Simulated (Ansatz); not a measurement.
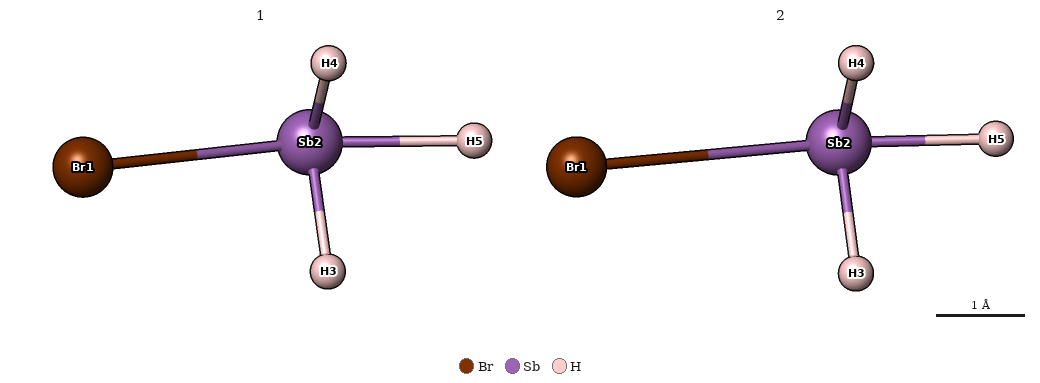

Two geometries of SbH₃Br (charge −1) (coarse preliminary run), drawn at one scale. One is the start of a relaxation, the other its converged end. A ball-and-stick model, seen at a tilt.

Computed with RKS PBE-D4/def2-SVPD (Ansatz). Set-up: force threshold 0.03 eV/Å; at most 250 steps.

**Which of the two is the end point?**

Structure 2 is the relaxed one. After 4 geometry steps the energy has fallen by 4.66 kcal/mol. Largest force component: 1.3 eV/Å at the start, 0.025 eV/Å at the end. The largest move after the best rigid fit is that of Br1, 0.30 Å. By element the largest moves are Br 0.30 Å, Sb 0.10 Å, H 0.10 Å. Some distances before and after: Br1–Sb2 2.834 → 3.216 Å, Sb2–H5 1.893 → 1.813 Å, Sb2–H3 1.699 → 1.731 Å. Among the angles between lasting bonds that change: Br1–Sb2–H5 160.4° → 165.1°, H3–Sb2–H5 85.2° → 87.3°. Cost: 1.8 s on 4 threads of AMD EPYC 9R45 96-Core (shared host).
